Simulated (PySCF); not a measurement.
# N2O (SMILES N#[N+][O-]): r2SCAN/STO-6G

Aim: the vertical ionisation energy of N2O at r2SCAN/STO-6G, from 2 runs. 

The results are computed with PySCF 2.14.0.

7 further runs of the same task are left out: 7 set aside as unsound or not needed.

### Step 1. Starting point

N2O: 3 atoms, total charge 0, spin state singlet. As SMILES, `N#[N+][O-]`. The shape is that of a PBE0-D4/def2-TZVP optimisation.

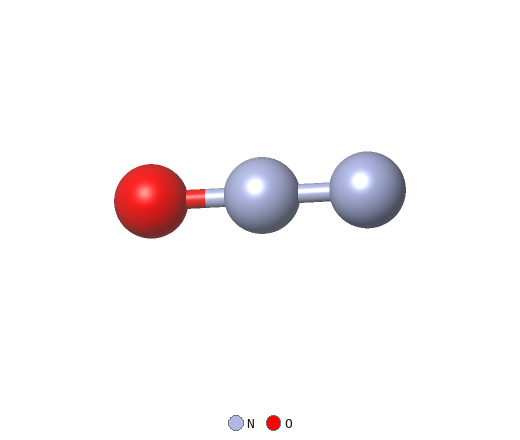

Viewed from a chosen angle; nitrogen light blue, oxygen red.

### Step 2. A single-point energy at r2SCAN/STO-6G

input.py reads:

```python
from pyscf import gto, dft

mol = gto.M(
    atom='''
N   -0.511700   1.001300  -0.167900
N   -0.008400   0.016500  -0.002800
O    0.520100  -1.017800   0.170700
''',
    verbose=4,
    max_memory=1860,
    spin=0,
    basis='sto-6g',
)

mf = dft.RKS(mol)
mf.xc = 'r2scan'
mf.conv_tol = 1e-10
mf.grids.level = 5
mf.kernel()
if not mf.converged:
    mf = mf.newton().run(mf.mo_coeff, mf.mo_occ)

energy = mf.e_tot
print('E(%s) = %.9f' % ('R2SCAN', energy))
```

The run is started by

```console
OMP_NUM_THREADS=1 python input.py
```

Log:

```text
PySCF version 2.14.0

[INPUT] num. atoms = 3
[INPUT] num. electrons = 22
[INPUT] charge = 0
[INPUT] spin (= nelec alpha-beta = 2S) = 0
[INPUT] symmetry False subgroup None
[INPUT] Mole.unit = angstrom
[INPUT] Symbol           X                Y                Z      unit          X                Y                Z       unit  Magmom
[INPUT]  1 N     -0.511700000000   1.001300000000  -0.167900000000 AA   -0.966972857940   1.892182768527  -0.317285016314 Bohr   0.0
[INPUT]  2 N     -0.008400000000   0.016500000000  -0.002800000000 AA   -0.015873699446   0.031180481055  -0.005291233149 Bohr   0.0
[INPUT]  3 O      0.520100000000  -1.017800000000   0.170700000000 AA    0.982846557386  -1.923363249582   0.322576249463 Bohr   0.0

nuclear repulsion = 61.3478617589491
number of shells = 9
number of NR pGTOs = 90
number of NR cGTOs = 15
basis = sto-6g
ecp = {}

******** <class 'pyscf.dft.rks.RKS'> ********
method = RKS
initial guess = minao
damping factor = 0
level_shift factor = 0
DIIS = <class 'pyscf.scf.diis.CDIIS'>
diis_start_cycle = 1
diis_space = 8
diis_damp = 0
SCF conv_tol = 1e-10
SCF conv_tol_grad = None
SCF max_cycles = 50
direct_scf = True
direct_scf_tol = 1e-13
XC library pyscf.dft.libxc version 7.0.0
    S. Lehtola, C. Steigemann, M. J.T. Oliveira, and M. A.L. Marques.,  SoftwareX 7, 1–5 (2018)
XC functionals = r2scan
    J. W. Furness, A. D. Kaplan, J. Ning, J. P. Perdew, and J. Sun.,  J. Phys. Chem. Lett. 11, 8208-8215 (2020)
    J. W. Furness, A. D. Kaplan, J. Ning, J. P. Perdew, and J. Sun.,  J. Phys. Chem. Lett. 11, 9248-9248 (2020)
    J. W. Furness, A. D. Kaplan, J. Ning, J. P. Perdew, and J. Sun.,  J. Phys. Chem. Lett. 11, 8208-8215 (2020)
    J. W. Furness, A. D. Kaplan, J. Ning, J. P. Perdew, and J. Sun.,  J. Phys. Chem. Lett. 11, 9248-9248 (2020)
radial grids:
    Treutler-Ahlrichs [JCP 102, 346 (1995); DOI:10.1063/1.469408] (M4) radial grids

becke partition: Becke, JCP 88, 2547 (1988); DOI:10.1063/1.454033
pruning grids: <function nwchem_prune>
grids dens level: 5
symmetrized grids: False
atomic radii adjust function: <function treutler_atomic_radii_adjust>
small_rho_cutoff = 0
Set gradient conv threshold to 1e-05
Initial guess from minao.
tot grids = 127208
init E= -184.740776204234
  HOMO = -0.280524321130272  LUMO = 0.0388738742810032  gap/eV = 8.69127
cycle= 1 E= -183.710968015566  delta_E= 1.03  |g|= 0.729  |ddm|= 3.05
  HOMO = -0.163312347380311  LUMO = 0.0227581808531357  gap/eV = 5.06324
cycle= 2 E= -183.226066287905  delta_E= 0.485  |g|= 1.63  |ddm|= 2.41
  HOMO = -0.236566365958898  LUMO = 0.057862035777996  gap/eV = 8.01180
cycle= 3 E= -183.536703076215  delta_E= -0.311  |g|= 1.05  |ddm|= 2.11
  HOMO = -0.211010503389982  LUMO = 0.0414796045370386  gap/eV = 6.87061
cycle= 4 E= -183.830738435648  delta_E= -0.294  |g|= 0.283  |ddm|= 1.36
  HOMO = -0.218042443008774  LUMO = 0.0402207035267467  gap/eV = 7.02770
cycle= 5 E= -183.851436456578  delta_E= -0.0207  |g|= 0.0376  |ddm|= 0.245
  HOMO = -0.219793453617301  LUMO = 0.0406883984729321  gap/eV = 7.08807
cycle= 6 E= -183.851822484454  delta_E= -0.000386  |g|= 0.002  |ddm|= 0.0379
  HOMO = -0.219767894114211  LUMO = 0.04071421462868  gap/eV = 7.08808
cycle= 7 E= -183.851823540223  delta_E= -1.06e-06  |g|= 0.000233  |ddm|= 0.00178
  HOMO = -0.219776660908512  LUMO = 0.0407075517158321  gap/eV = 7.08814
cycle= 8 E= -183.851823554508  delta_E= -1.43e-08  |g|= 1.24e-05  |ddm|= 0.000223
  HOMO = -0.219776869930175  LUMO = 0.0407075320245707  gap/eV = 7.08814
cycle= 9 E= -183.851823554549  delta_E= -4.12e-11  |g|= 5.96e-07  |ddm|= 1.22e-05
  HOMO = -0.219776914716055  LUMO = 0.0407075372326441  gap/eV = 7.08814
Extra cycle  E= -183.851823554547  delta_E= 2.16e-12  |g|= 2.7e-06  |ddm|= 3.25e-06
converged SCF energy = -183.851823554547
E(R2SCAN) = -183.851823555
```

Wall time 3.3 s (1 thread of Arm Neoverse V1, shared host); peak memory 0.18 GiB.

### Step 3. The doublet cation at the same level

input.py reads:

```python
from pyscf import gto, dft

molecule = gto.Mole()
molecule.atom = 'N -0.511700 1.001300 -0.167900; N -0.008400 0.016500 -0.002800; O 0.520100 -1.017800 0.170700'
molecule.spin = 1
molecule.basis = 'sto-6g'
molecule.charge = 1
molecule.verbose = 3
molecule.max_memory = 1860
molecule.build()

mf = dft.UKS(molecule, xc='r2scan')
mf.conv_tol = 1e-10
mf.grids.level = 5
mf.kernel()
if not mf.converged:
    mf = mf.newton().run(mf.mo_coeff, mf.mo_occ)

energy = mf.e_tot
print('Final energy', energy)
```

The run is started by

```console
OMP_NUM_THREADS=1 python input.py
```

Log:

```text
converged SCF energy = -183.426713878288  <S^2> = 0.76679874  2S+1 = 2.0167288
Final energy -183.42671387828818
```

Wall time 5.1 s (1 thread of Arm Neoverse V1, shared host); peak memory 0.19 GiB.

### Step 4. What came out

Level: r2SCAN/STO-6G.

| quantity | value |
| --- | --- |
| singlet N2O: total energy | -183.85182 Eh |
| singlet N2O: dipole moment | 0.63 D |
| singlet N2O: HOMO energy | -5.98 eV |
| singlet N2O: LUMO energy | 1.11 eV |
| singlet N2O: HOMO–LUMO gap | 7.09 eV |
| doublet cation: total energy | -183.42671 Eh |
| doublet cation: HOMO energy (highest over α and β) | -18.18 eV |
| doublet cation: LUMO energy (lowest over α and β) | -16.82 eV |
| doublet cation: ⟨S²⟩ | 0.767 |
| vertical ionisation energy (to the doublet cation) | 11.568 eV |

What this shows: The vertical ionisation energy comes to 11.57 eV (267 kcal/mol). The negative HOMO energy of the first species, 5.98 eV, lies 5.59 eV below that difference. In a minimal basis such a difference can be off by several eV, whatever the method. Mulliken charges (singlet N2O) run from -0.06 on N1 to +0.12 on N2.
